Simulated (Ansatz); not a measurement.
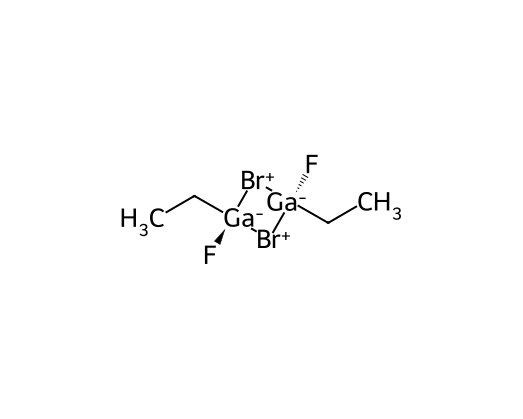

Structural formula above. The computed structure is the end point of a PBE0-D4/def2-TZVP optimisation. No frequency run is at hand to confirm it as a minimum.

Describe the 3D structure.

Formula C₄H₁₀Br₂F₂Ga₂. As SMILES it reads `C[CH2][Ga@-]1([F])[Br+][Ga@@-]([F])([CH2]C)[Br+]1`. The point group is C1. Coordination, clear cases only: 4 C tetrahedral; 2 Br bent.

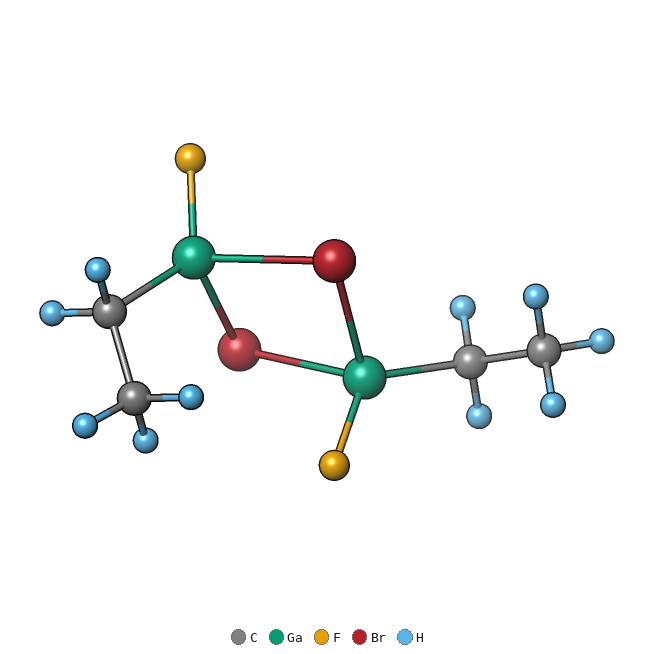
